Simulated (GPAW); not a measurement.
# MnGe3 (Ge8x111 Mn2 nn): parallel and opposed starts, part 2 of 2

Wanted: the moments of MnGe3 (Ge8x111 Mn2 nn) and the energy of each order that was tried.

GPAW 26.7.0; PBE with U = 4 eV on Mn d; plane waves with GPAW's PAW setups, scalar-relativistic.

So far. Step 2 (Start 1: ferro ++): After 31 cycles the largest moment stands at 4.29 μB.

## Step 3: Start 2: antiferro +-

An opposed order shows whether the pairs that it reverses prefer unlike signs.

Contents of order2.py:

```python
import json
import numpy as np
from ase import Atoms
from ase.parallel import paropen, parprint
from gpaw import GPAW

atoms = Atoms(['Mn', 'Mn', 'Ge', 'Ge', 'Ge', 'Ge', 'Ge', 'Ge'],
    cell=[[5.658, 0.0, 0.0],
         [0.0, 5.658, 0.0],
         [0.0, 0.0, 5.658]],
    scaled_positions=[[0.0, 0.0, 0.0],
         [0.25, 0.25, 0.25],
         [0.0, 0.5, 0.5],
         [0.25, 0.75, 0.75],
         [0.5, 0.0, 0.5],
         [0.75, 0.25, 0.75],
         [0.5, 0.5, 0.0],
         [0.75, 0.75, 0.25]],
    pbc=True,
    magmoms=[4.5, -4.5, 0.0, 0.0, 0.0, 0.0, 0.0, 0.0])
atoms.calc = GPAW(mode={'name': 'pw', 'ecut': 450},
    xc='PBE',
    kpts={'size': (5, 5, 5), 'gamma': True},
    occupations={'name': 'fermi-dirac', 'width': 0.05},
    convergence={'density': 1e-05, 'energy': 1e-05},
    maxiter=200,
    mixer={'name': 'pulay', 'beta': 0.05, 'nmaxold': 6, 'weight': 50},
    setups={'Mn': ':d,4.0'},
    symmetry={'tolerance': 1e-4},
    txt='order2.txt')
e = atoms.get_potential_energy(force_consistent=True)
res = {'free_energy': e, 'energy_sigma0': atoms.get_potential_energy(), 'fermi_energy': atoms.calc.get_fermi_level()}
res['moments'] = atoms.get_magnetic_moments().tolist()
res['total'] = atoms.get_magnetic_moment()
parprint('site moments (muB):', np.round(res['moments'], 3))
parprint(f"total moment: {res['total']:.3f} muB")
parprint(f'free energy: {e:.6f} eV')
atoms.calc.write('order2.gpw')
with paropen('results.json', 'w') as f:
    json.dump(res, f)
```

Run with:

```console
$ OMP_NUM_THREADS=1 mpirun -n 4 gpaw python order2.py > order2.log
```

Numbers of over 12 decimals in the logs are rounded to 6 here.

What it wrote:

```text
site moments (muB): [ 4.203 -4.203  0.047 -0.047  0.047 -0.047  0.047 -0.047]
total moment: 0.000 muB
free energy: -40.232082 eV

--- order2.txt ---
Input parameters:
  mode=PW(ecut=450),
  convergence={'density': 1e-05, 'energy': 1e-05},
  kpts=MonkhorstPack(size=(5, 5, 5), gamma=True),
  maxiter=200,
  mixer=Pulay(name='pulay', nmaxold=6, beta=0.05, weight=50, sigma=0.015, g_ss=None),
  occupations=Occupations(name='fermi-dirac', width=0.05),
  setups={'Mn': ':d,4.0'},
  symmetry=Symmetry(tolerance=0.0001),
  xc=XC(name='PBE')

Diagonalizing LCAO Hamiltonian
Converting LCAO to pw mode
    .-------------.
   /|             |
  / |  Ge         |
 *  |             |
 |  |       Ge    |
 | Ge             |
 |  |   Ge    Ge  |
 |  .-------------.
 | / Mn  Ge      /
 |/             /
 Mn------------*

Atoms  # Å, Bohr magnetons
|   | symbol |        x |        y |        z |    initial magnetic moments |
|---|--------|----------|----------|----------|-----------------------------|
| 0 |     Mn | 0.000000 | 0.000000 | 0.000000 | ( 0.0000,  0.0000,  4.5000) |
| 1 |     Mn | 1.414500 | 1.414500 | 1.414500 | ( 0.0000,  0.0000, -4.5000) |
| 2 |     Ge | 0.000000 | 2.829000 | 2.829000 | ( 0.0000,  0.0000,  0.0000) |
| 3 |     Ge | 1.414500 | 4.243500 | 4.243500 | ( 0.0000,  0.0000,  0.0000) |
| 4 |     Ge | 2.829000 | 0.000000 | 2.829000 | ( 0.0000,  0.0000,  0.0000) |
| 5 |     Ge | 4.243500 | 1.414500 | 4.243500 | ( 0.0000,  0.0000,  0.0000) |
| 6 |     Ge | 2.829000 | 2.829000 | 0.000000 | ( 0.0000,  0.0000,  0.0000) |
| 7 |     Ge | 4.243500 | 4.243500 | 1.414500 | ( 0.0000,  0.0000,  0.0000) |

Unit cell  # Å
| periodic |        x |        y |        z |  lengths |    angles |
|----------|----------|----------|----------|----------|-----------|
|      yes | 5.658000 | 0.000000 | 0.000000 | 5.658000 | 90.000000 |
|      yes | 0.000000 | 5.658000 | 0.000000 | 5.658000 | 90.000000 |
|      yes | 0.000000 | 0.000000 | 5.658000 | 5.658000 | 90.000000 |

Number of symmetries: 6

BZ-sampling:
  Number of BZ points: 125
  Number of IBZ points: 19

  Monkhorst-Pack size: [5, 5, 5]
  Monkhorst-Pack shift: [0, 0, 0]

Plane wave coefficients: 3950
Cutoff: 450.000000 eV

Spin-components: 2 (collinear spins)
Bands:           37
Projectors:      42
Spin-degeneracy: 1
Datatype:        complex128

Parallelization:
  kpt:    4
  domain: 1
  band:   1

Density:
  Valence electrons: 54.0
  Components: 2
  Grid points: [28 28 28]
  Charge: 0.0  # |e|

Potential:
  Grid points: [28 28 28]

[... setups left out ...]
Reference energy: -405614.003261  # eV

eigensolver:
  PPCG
  Converge bands: occupied
  niter=2

density mixing:
  Pulay-Mixer
  Linear mixing parameters: 0.05
  Old densities: 6
  Fourier metric: weight=50, sigma=0.015

occupation numbers:
  Fermi-Dirac:
    width: 0.0500  # eV

poisson solver:
  ecut: 3600.000000  # eV

xc functional:
  name: PBE with 2 nearest neighbor stencil

convergence criteria:
- Maximum integral of absolute [dens]ity change: 1e-05 electrons / valence electron
- Maximum [total energy] change in last 3 cyles: 1e-05 eV / valence electron
- Maximum integral of absolute [eigenst]ate change: 4e-08 eV^2 / valence electron
maximum number of iterations: 200

SCF iterations
|iter     |      energy | eigst |  dens |  magmom |
|---------|-------------|-------|-------|---------|
|iter:   1|       0s |  -40.220901 | +0.13 |       |  +0.0000|
|iter:   2|       2s |  -40.209427 | -1.70 | -1.03 |  +0.0000|
|iter:   3|       4s |  -40.177349 | -1.62 | -1.06 |  -0.0000|
|iter:   4|       6s |  -40.146199 | -2.75 | -1.37 |  -0.0000|
|iter:   5|       8s |  -40.203833 | -2.36 | -1.38 |  -0.0000|
|iter:   6|      10s |  -40.226327 | -2.32 | -1.73 |  -0.0000|
|iter:   7|      12s |  -40.216221 | -2.83 | -1.90 |  +0.0000|
|iter:   8|      14s |  -40.219402 | -3.71 | -2.25 |  +0.0000|
|iter:   9|      16s |  -40.219749 | -4.05 | -2.44 |  +0.0000|
|iter:  10|      18s |  -40.220419 | -4.65 | -2.71 |  -0.0000|
|iter:  11|      20s |  -40.220531 | -5.37 | -2.95 |  +0.0000|
|iter:  12|      22s |  -40.220544c| -6.78 | -3.10 |  -0.0000|
|iter:  13|      24s |  -40.220652c| -5.34 | -3.12 |  -0.0000|
|iter:  14|      26s |  -40.220655c| -7.01 | -3.37 |  -0.0000|
|iter:  15|      28s |  -40.220675c| -5.60 | -3.39 |  -0.0000|
|iter:  16|      30s |  -40.220676c| -7.30 | -4.13 |  -0.0000|
|iter:  17|      32s |  -40.220674c| -7.65c| -4.16 |  +0.0000|
|iter:  18|      33s |  -40.220675c| -7.59c| -4.54 |  -0.0000|
|iter:  19|      34s |  -40.220675c| -8.31c| -4.62 |  -0.0000|
|iter:  20|      35s |  -40.220675c| -8.63c| -4.63 |  -0.0000|
|iter:  21|      36s |  -40.220674c| -7.90c| -4.64 |  -0.0000|
|iter:  22|      37s |  -40.220675c| -8.06c| -5.03c|  +0.0000|

Converged in 22 steps
Energy contributions relative to reference atoms: (reference = -405614.003261)

Energy contributions:
  Kinetic:         122.573547
  Coulomb:        -105.699883
  Zero:              0.243209
  External:          0.000000
  Xc:              -57.326141
  Entropy:          -0.022815
  Spinorbit:         0.000000
  ----------------------------
  Free energy:     -40.232082
  Extrapolated:    -40.220675

dipole moment: (-31.283254, -31.283254, -31.283254)  # |e|*Ang

Total magnetic moment: (0.000000, 0.000000, 0.000000)

Local magnetic moments
|        x |        y |         z |
|----------|----------|-----------|
| 0.000000 | 0.000000 |  4.203309 |  # Mn   0
| 0.000000 | 0.000000 | -4.203309 |  # Mn   1
| 0.000000 | 0.000000 |  0.047131 |  # Ge   2
| 0.000000 | 0.000000 | -0.047131 |  # Ge   3
| 0.000000 | 0.000000 |  0.047131 |  # Ge   4
| 0.000000 | 0.000000 | -0.047131 |  # Ge   5
| 0.000000 | 0.000000 |  0.047131 |  # Ge   6
| 0.000000 | 0.000000 | -0.047131 |  # Ge   7

Fermi level: 5.175
Eigenvalues  # (at kpt = [0.000, 0.000, 0.000])
| band index |      eig [eV] | occ [0-1] |      eig [eV] | occ [0-1] |
|------------|---------------|-----------|---------------|-----------|
|          0 |       -76.830 |     1.000 |       -76.830 |     1.000 |
|        ... |               |           |               |           |
|         18 |         0.323 |     1.000 |         0.323 |     1.000 |
|         19 |         1.442 |     1.000 |         1.442 |     1.000 |
|         20 |         2.610 |     1.000 |         2.610 |     1.000 |
|         21 |         2.975 |     1.000 |         2.975 |     1.000 |
|         22 |         2.975 |     1.000 |         2.975 |     1.000 |
|         23 |         3.893 |     1.000 |         3.893 |     1.000 |
|         24 |         3.893 |     1.000 |         3.893 |     1.000 |
|         25 |         4.064 |     1.000 |         4.064 |     1.000 |
|         26 |         5.794 |     0.000 |         5.794 |     0.000 |
|         27 |         5.794 |     0.000 |         5.794 |     0.000 |
|         28 |         5.982 |     0.000 |         5.982 |     0.000 |
|         29 |         6.038 |     0.000 |         6.038 |     0.000 |
|         30 |         6.038 |     0.000 |         6.038 |     0.000 |
|         31 |         6.773 |     0.000 |         6.773 |     0.000 |
|         32 |         7.423 |     0.000 |         7.423 |     0.000 |
|         33 |         7.423 |     0.000 |         7.423 |     0.000 |
|        ... |               |           |               |           |
|         36 |         8.899 |     0.000 |         8.899 |     0.000 |

No gap
No difference between direct/indirect transitions
```

Run time: 43 s. Hardware: 4 MPI ranks of Intel Xeon at 2.60GHz (Ice Lake), shared host; peak memory 0.91 GiB.

Spin moment in the augmentation sphere by atom:

```
atom  spin moment in the augmentation sphere (μB)
 Mn1                                         4.20
 Mn2                                        -4.20
 Ge3                                         0.05
 Ge4                                        -0.05
 Ge5                                         0.05
 Ge6                                        -0.05
 Ge7                                         0.05
 Ge8                                        -0.05
```

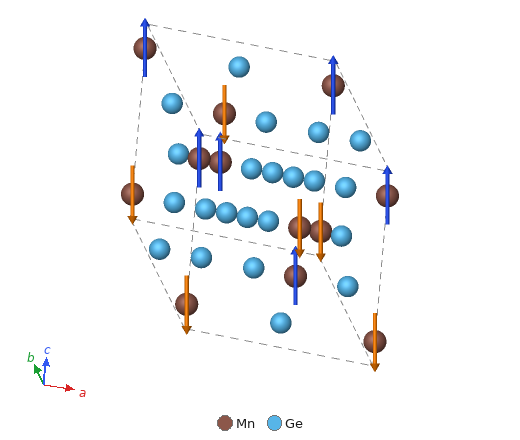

Spin moment in the augmentation sphere as arrows, the longest 4.20 μB. Up and down stand for the sign. Arrows give size and sign along the axis of quantisation, drawn up and down the page. The two directions have two colours. Some periodic images of atoms are drawn too.

This step gave:

```yaml
magnetization: 0 μB
final_state: antiferromagnetic
```

It lies 281 meV a seeded atom under the first start, and its largest moment is 4.20 μB against 4.29 μB.

## Step 4: Energies of the orders

These are free energies at a smearing of 0.05 eV, so its entropy term is in the differences. They are divided by the number of seeded atoms, so that cells of unlike size compare.

Orders:

```
       start        final state  typed order kept  energy over the lowest (meV a seeded atom)  largest site moment (μB)  net moment (μB a primitive cell)  mesh matched  CPU time (s)
    ferro ++      ferromagnetic               yes                                       280.8                     4.285                             8.808           yes         246.5
antiferro +-  antiferromagnetic               yes                                           0                     4.203                                 0           yes         171.3
```

## Step 5: What came out

| Quantity | Value |
| --- | --- |
| lowest state found | antiferromagnetic (typed antiferro +-) |
| largest site moment | 4.20 μB |
| next state | ferromagnetic, 281 meV a seeded atom higher |

What this shows: The lowest state found is antiferromagnetic, reached from the start antiferro +-, with moments up to 4.20 μB. The next state costs 281 meV a seeded atom. This is the lowest of 2 finished starts, no proof of the ground state.

[Logs and program files are shortened in this print: banners, set-up blocks, solver, clock and traceback lines can be left out without a mark of their own.]

[Logs are printed without paths, hosts, clocks, repeated set-up lines and the standing remarks that a program may print on its own settings, such as how far it seeks lower states.]

[Hosts, paths, dates, database ids (printed as entryN), source tags and the programs' standing remarks are cut or masked in the printed files.]

[Where a cell is said to come from a database of computed structures, the database is the Materials Project.]
